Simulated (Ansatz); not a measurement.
Partial pair distribution functions of a relaxed model of amorphous Si20P4O50, broadened by 0.06 Å; density 2.23 g/cm³. All values below come from PBE, scalar-relativistic without spin-orbit coupling (plane waves to 420 eV, PAW; Ansatz, a quantum-chemistry and plane-wave program).

It comes from a melt-quench run on a machine-learned potential (CHGNet), relaxed afterwards by DFT. O atoms were pushed apart under 1.9 Å during the dynamics, to hinder bonds among them. The hot cell started wider than the set density and was brought back towards it in steps. It is the lowest in DFT energy of 2 quenches. It is a model cell: composition and starting density were chosen by hand, and all elements were melted together. No dispersion term was used. Its density started from a set value of 2.31 and ended at 2.23 g/cm³. The quench (nominally 390 K/ps over its main leg) was far faster than any real one, so the model tends to hold more defects than a real film. A cell of this size samples the disorder only roughly. Volume and shape were free in the relaxation.

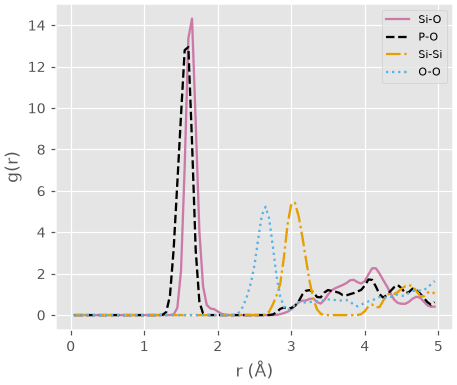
Fig. 1. Partial pair distribution functions

Highest peaks under 4.5 Å: Si-O near 1.65 Å, P-O near 1.60 Å, Si-Si near 3.05 Å, O-O near 2.65 Å; pairs of few atoms are noisy.

Within 2.10 Å each Si has 4.10 O neighbours on average.
